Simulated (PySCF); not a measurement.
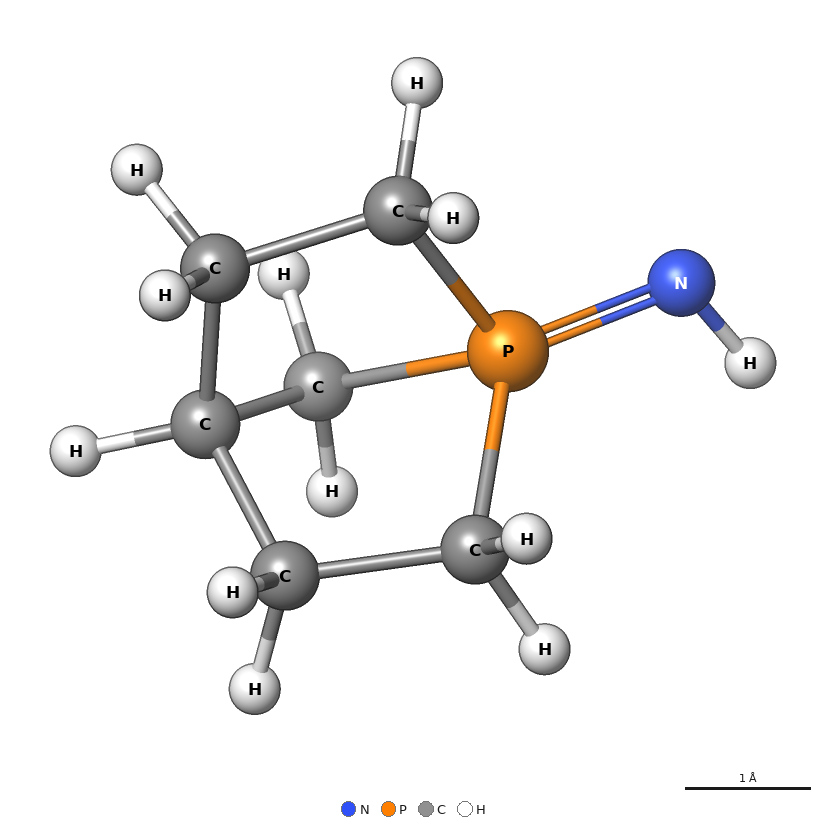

Rendered structure (ball-and-stick style). Multiple sticks mark multiple bonds (one Kekulé form).

Computed geometry: PBE0-D3(BJ)/def2-SVP optimisation. No frequency run is at hand to confirm it as a minimum.

Count the atoms of each element.

C6H12NP, 20 atoms: 6 carbon, 12 hydrogen, 1 nitrogen and 1 phosphorus.

Describe its rings.

Independent rings (smallest set): 2 of 5 members.

The parts below concern this one geometry. Atoms keep their numbers from picture to picture.

## Shape

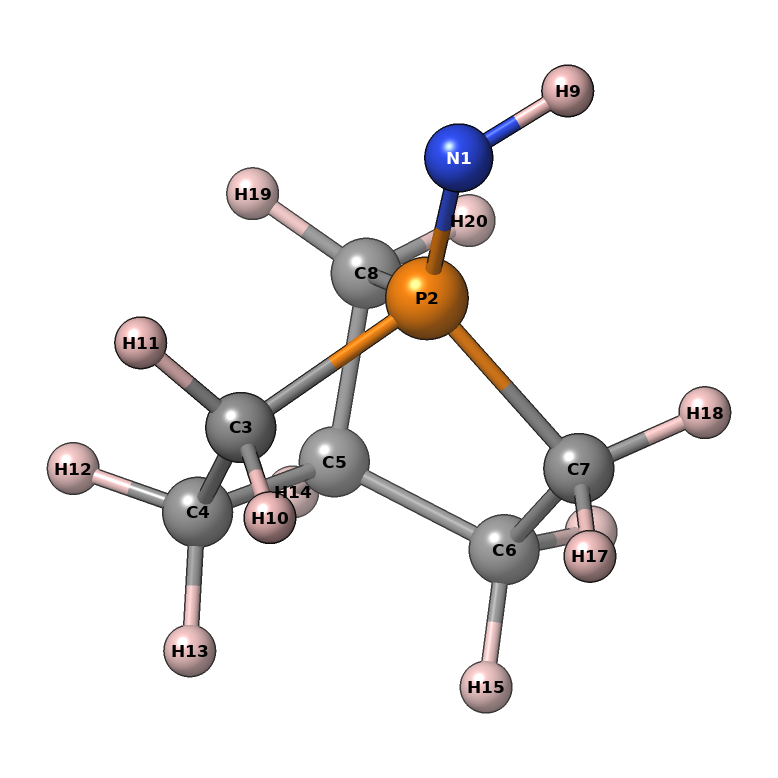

C8 lies behind P2. The molecule seen a little off the P2–C8 bond, P2 in front. Atoms fade into the background with distance from the viewer. No frequency run is at hand to confirm it as a minimum.

What is the torsion angle N1–P2–C8–C5? The sign is positive where the front bond must turn clockwise to cover the back bond.

−171°, antiperiplanar (anti). The bonds about P2–C8 are staggered.

## Ring current

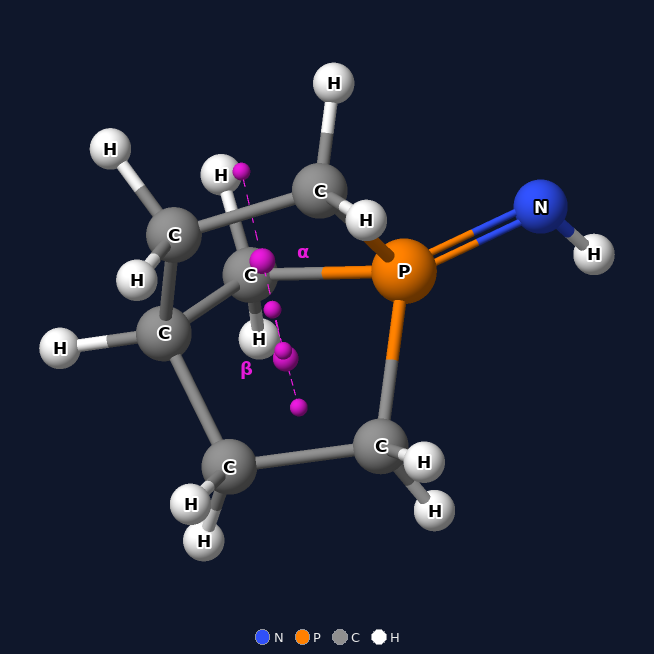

The small points mark where nucleus-independent chemical shifts (NICS) were computed: at the centre of each lettered ring and 1 Å above and below it. No frequency run is at hand to confirm it as a minimum. Properties computed with GIAO KT2/pcSseg-1 NMR shielding, non-relativistic, gas phase (PySCF 2.14.0).

Give NICS(0), NICS(1) and the out-of-plane component NICS(1)zz for each ring (means of the two sides).

```
ring  members  NICS(0)  NICS(1)  NICS(1)zz
   α      C4P     −7.3     −5.4       −5.7
   β      C4P     −7.4     −5.6       −5.8
```

Values in ppm.

What do the values say about the ring currents?

Ring α: weak, as in a non-aromatic ring. Ring β: weak, as in a non-aromatic ring. NICS is one index among several.

## Dipole moment

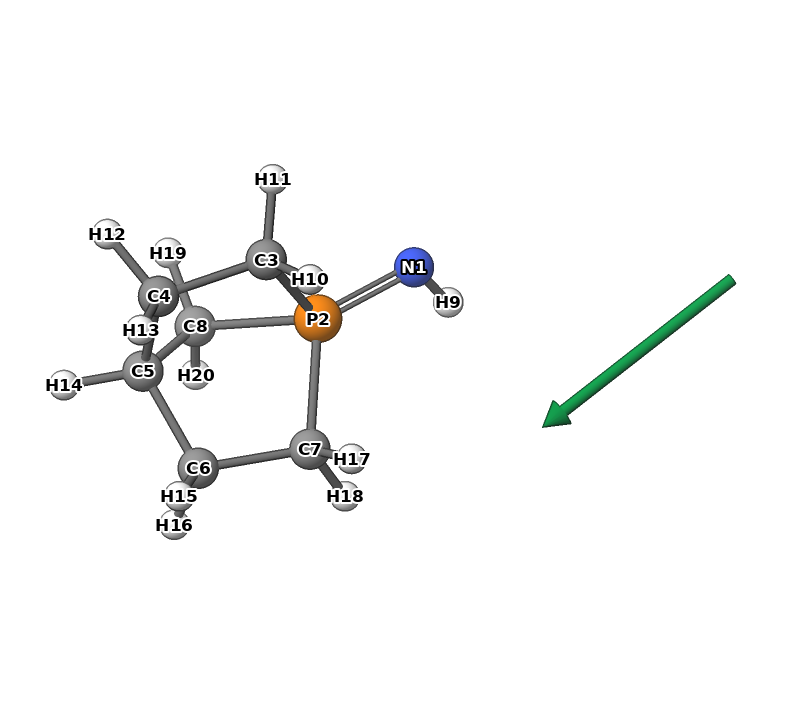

The arrow beside the molecule shows the direction of the dipole moment, from the negative to the positive end (its length means nothing). No frequency run is at hand to confirm it as a minimum. Level of theory: B3LYP/def2-SVPD in acetonitrile (IEF-PCM) (PySCF 2.14.0).

How large is the dipole moment?

5.58 D; it points from the side of H9 to the side of H14, H15, H16 (the outermost atoms at the two ends).

## Core levels

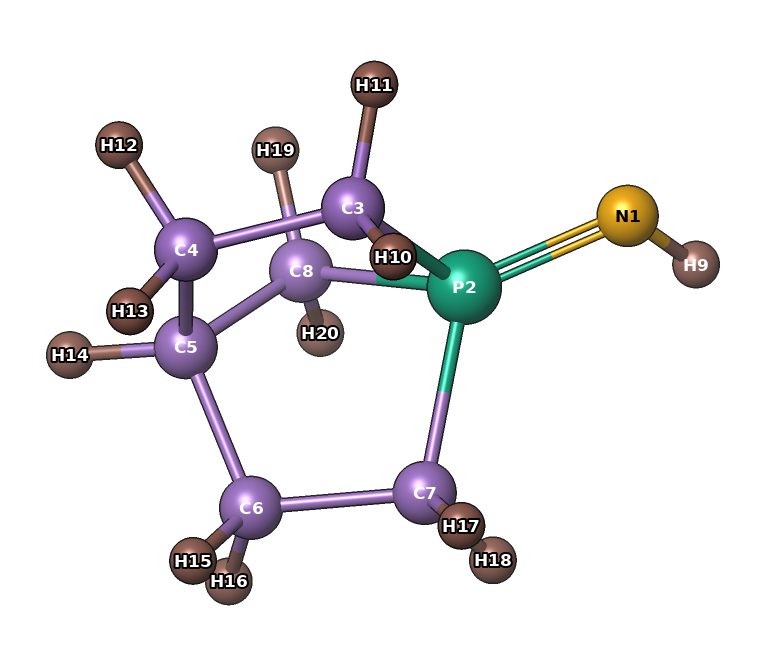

No frequency run is at hand to confirm it as a minimum. Method: delta-SCF UKS SCAN, pcX-2 on the ionised atom, pcseg-1 elsewhere, spin-free X2C (PySCF 2.14.0).

Give the core-electron binding energies (to vacuum; p and d levels without spin–orbit splitting) of N1 1s, P2 1s, P2 2p, C3 1s, C4 1s, C5 1s, C8 1s.

```csv
atom,level,binding energy (eV)
N1,1s,402.4
P2,1s,2150.8
P2,2p,137.3
C3,1s,290.4
C4,1s,290.7
C5,1s,290.7
C8,1s,290.1
```
